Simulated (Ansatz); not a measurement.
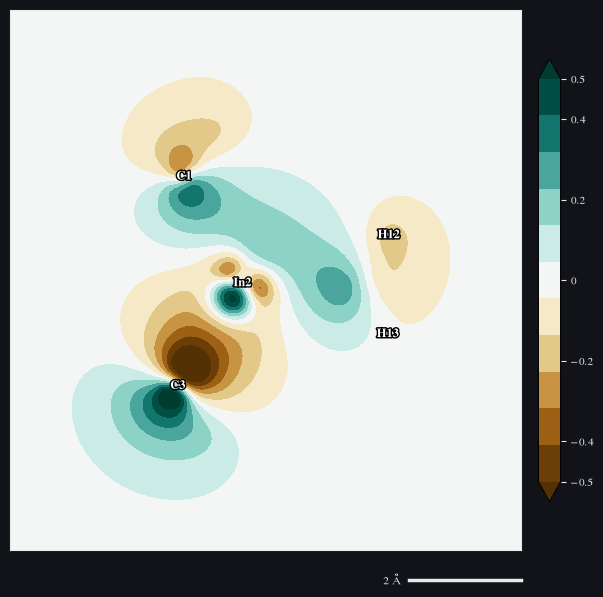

The picture shows: C$_{3}$H$_{11}$InS (SMILES [CH3][In-]([CH3])([CH3])[SH2+]). The HOMO on the plane of atoms C1, In2 and C3 (values in Å⁻³ᐟ²; the overall sign is arbitrary).

Geometry: PBE0-D4/def2-TZVP; core potentials replace the inner electrons of In.

All numbers below come from Ansatz 0.2.0, RKS PBE0-D4/def2-TZVPP.

Input file:

```
crystal:
  periodic: [false, false, false]
  atoms:
    - {symbol: C, position_ang: [-0.772713, 1.301645, -1.562810]}
    - {symbol: In, position_ang: [0.293539, -0.118107, -0.308438]}
    - {symbol: C, position_ang: [2.350136, 0.271090, 0.254513]}
    - {symbol: C, position_ang: [-0.552519, -2.099412, -0.016303]}
    - {symbol: S, position_ang: [-0.936290, 0.924546, 2.154687]}
    - {symbol: H, position_ang: [-0.473131, 1.181493, -2.607131]}
    - {symbol: H, position_ang: [-0.548059, 2.330561, -1.272650]}
    - {symbol: H, position_ang: [-1.852736, 1.146909, -1.508447]}
    - {symbol: H, position_ang: [2.511568, 1.334685, 0.440000]}
    - {symbol: H, position_ang: [2.625258, -0.287407, 1.151180]}
    - {symbol: H, position_ang: [3.023257, -0.034480, -0.550609]}
    - {symbol: H, position_ang: [-1.644473, -2.070117, -0.025835]}
    - {symbol: H, position_ang: [-0.218893, -2.535714, 0.927936]}
    - {symbol: H, position_ang: [-0.232663, -2.768556, -0.819226]}
    - {symbol: H, position_ang: [-1.896787, 1.569773, 1.472909]}
    - {symbol: H, position_ang: [-1.698398, -0.169710, 2.314625]}
basis:
  gaussian: {orbitals: def2-TZVPP}
hamiltonian: {xc: pbe0, dispersion: d4}
output: {orbitals: {seedname: orbitals}}
```

Launched as:

```sh
ansatz run in.yaml --threads 4 --pin off --events-out ev --progress --plain --max-ram 11315MiB
```

**Describe this orbital and give its energy.**

By Hirshfeld shares it lies mainly on C3 (about 35 %), In2 (about 25 %), C4 (about 10 %) and C1 (about 10 %). Its energy is −6.70 eV.
